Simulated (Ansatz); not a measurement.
# wB97M-V/STO-3G run of BH5S (SMILES [BH3-][SH2+])

Aim: the electronic atomisation energy of BH5S at wB97M-V/STO-3G, from 4 runs. 

The calculation is run with Ansatz 0.2.0.

50 further runs of the same task are left out: 1 that didn't finish, 49 set aside as unsound or not needed.

### 1 Starting point

BH5S: 7 atoms, total charge 0, spin state singlet. As SMILES, `[BH3-][SH2+]`. The coordinates come from a PBE0-D4/def2-TZVP relaxation.

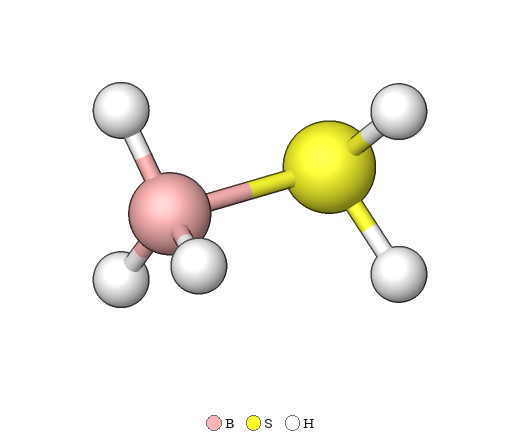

Viewed from a chosen angle; boron pink, sulfur yellow, hydrogen white.

### 2 A single-point energy at wB97M-V/STO-3G

Input file input.yaml:

```yaml
crystal:
  periodic: [false, false, false]
  atoms:
    - {symbol: B, position_ang: [-0.525600, -0.461500, -0.504300]}
    - {symbol: S, position_ang: [0.568600, 0.977600, 0.290900]}
    - {symbol: H, position_ang: [-1.623200, 0.036400, -0.431500]}
    - {symbol: H, position_ang: [-0.344400, -1.447600, 0.159700]}
    - {symbol: H, position_ang: [-0.075400, -0.482100, -1.624500]}
    - {symbol: H, position_ang: [0.286000, 0.903800, 1.604900]}
    - {symbol: H, position_ang: [1.775400, 0.405500, 0.458900]}
basis:
  gaussian:
    orbitals: STO-3G
hamiltonian:
  xc: {name: wB97M-V}
accuracy: high
```

On the command line:

```sh
$ ansatz run input.yaml --threads 1 --pin off --max-ram 2610MiB --events-out events.jsonl --progress --plain --runs-dir runs
```

The log of the run:

```text
Warning: RAYON_NUM_THREADS=1 ignored (pool sized by the plan → 1); use --threads N
Functional definition: wB97M-V
  name "wB97M-V"
  parameter omega = 0.3/bohr
  parameter cx = 0.15
  parameter cx01 = 1.007
  parameter cx10 = 0.259
  parameter css00 = 0.443
  parameter css04 = -1.437
  parameter css10 = -4.535
  parameter css20 = -3.390
  parameter css43 = 4.278
  parameter cos00 = 1.000
  parameter cos10 = 1.358
  parameter cos20 = 2.924
  parameter cos21 = -8.812
  parameter cos60 = -1.390
  parameter cos61 = 9.142
  parameter b = 6.0
  parameter c = 0.01
  gx(w, u) = 1 - cx + cx01*u + cx10*w
  gss(w, u) = css00 + css04*u^4 + css10*w + css20*w^2 + css43*w^4*u^3
  gos(w, u) = cos00 + cos10*w + (cos20 + cos21*u)*w^2 + (cos60 + cos61*u)*w^6
  exchange = spin_sum(e_x_unif_sr(omega)*gx(b97_w, b97_u_x)) + cx*exact_x_sr(omega) + exact_x_lr(omega)
  correlation = spin_sum(e_c_pw_mod_same_spin*gss(b97_w, b97_u_same))
      + integral(e_c_pw_mod_opposite_spin*gos(b97_w_opposite, b97_u_opposite)) + vv10(b, c)
332 factors; integrals over basis functions are off by at most 9.3e-9 eV
158 factors; integrals over basis functions are off by at most 9.2e-10 eV
mean field evaluation 1: about -11463.6844 eV, gradient 1.1e1 eV
mean field evaluation 2: about -11464.3902 eV, gradient 1.8e0 eV
mean field evaluation 4: about -11464.4079 eV, gradient 7.2e-2 eV
mean field evaluation 8: about -11464.3544 eV, gradient 9.7e-4 eV
mean field evaluation 16: about -11464.3544 eV, gradient 2.1e-8 eV
mean field -11464.35440263 eV, -421.3072534781 hartree, gradient 2.1e-8 eV, S^2 0.000000; 0 other end points of the search recorded, 0 dependent functions left out
reference -11464.35440525 eV, -421.3072535745 hartree; 13, 13 occupied and 6, 6 virtual orbitals, 332 factors
Total energy: -11464.35440525 eV, -421.3072535745 hartree
```

Wall time 20 s (1 thread of Arm Neoverse V1, shared host); peak memory 0.29 GiB.

### 3 The B atom

Input file input.yaml:

```yaml
crystal:
  periodic: [false, false, false]
  atoms:
    - symbol: B
      position_ang: [0.000000, 0.000000, 0.000000]
basis:
  gaussian:
    orbitals: STO-3G
hamiltonian:
  xc: {name: wB97M-V}
magnetization:
  spin_polarized: true
  initial_magnetization: 1
accuracy: high
```

Run the same way, it converges to -24.27434 Eh (log not shown).

### 4 The H atom, same level

Input file input.yaml:

```yaml
crystal:
  periodic: [false, false, false]
  atoms:
    - {symbol: H, position_ang: [0.000000, 0.000000, 0.000000]}
basis:
  gaussian: {orbitals: STO-3G}
accuracy: high
magnetization: {spin_polarized: true, initial_magnetization: 1}
hamiltonian: {xc: {name: wB97M-V}}
```

On the command line:

```sh
$ ansatz run input.yaml --threads 1 --pin off --max-ram 2610MiB --events-out events.jsonl --progress --plain --runs-dir runs
```

The log of the run, shortened:

```text
Warning: RAYON_NUM_THREADS=1 ignored (pool sized by the plan → 1); use --threads N
Functional definition: wB97M-V
  name "wB97M-V"
[...]
  gx(w, u) = 1 - cx + cx01*u + cx10*w
  gss(w, u) = css00 + css04*u^4 + css10*w + css20*w^2 + css43*w^4*u^3
  gos(w, u) = cos00 + cos10*w + (cos20 + cos21*u)*w^2 + (cos60 + cos61*u)*w^6
[...]
      + integral(e_c_pw_mod_opposite_spin*gos(b97_w_opposite, b97_u_opposite)) + vv10(b, c)
1 factors; integrals over basis functions are off by at most 4.6e-10 eV
1 factors; integrals over basis functions are off by at most 2.9e-10 eV
[...]
mean field -12.42314868 eV, -0.4565422933 hartree, gradient 0.0e0 eV, S^2 0.750000; 0 other end points of the search recorded, 0 dependent functions left out
reference -12.42314998 eV, -0.4565423410 hartree; 1, 0 occupied and 0, 1 virtual orbitals, 1 factors
Total energy: -12.42314998 eV, -0.4565423410 hartree
```

It took 0.3 s on 1 thread of Arm Neoverse V1, shared host.

### 5 The S atom

Input file run.yaml:

```yaml
basis:
  gaussian: {orbitals: STO-3G}
crystal:
  periodic: [false, false, false]
  atoms:
    - {symbol: S, position_ang: [0.000000, 0.000000, 0.000000]}
accuracy: high
hamiltonian: {xc: {name: wB97M-V}}
magnetization: {spin_polarized: true, initial_magnetization: 2}
```

Run the same way, it converges to -393.70975 Eh (log not shown).

### 6 What came out

Level: wB97M-V/STO-3G.

```
                     quantity          value
       molecule: total energy  -421.30725 Eh
         B atom: total energy   -24.27434 Eh
                 B atom: ⟨S²⟩          0.750
         H atom: total energy    -0.45654 Eh
                 H atom: ⟨S²⟩          0.750
         S atom: total energy  -393.70975 Eh
                 S atom: ⟨S²⟩          2.000
electronic atomisation energy      28.312 eV
```

**Reading.** Taking the molecule apart into free atoms costs 28.31 eV (2732 kJ/mol), before zero-point energy and without spin-orbit coupling. In a minimal basis such a difference can be off by several eV, whatever the method.
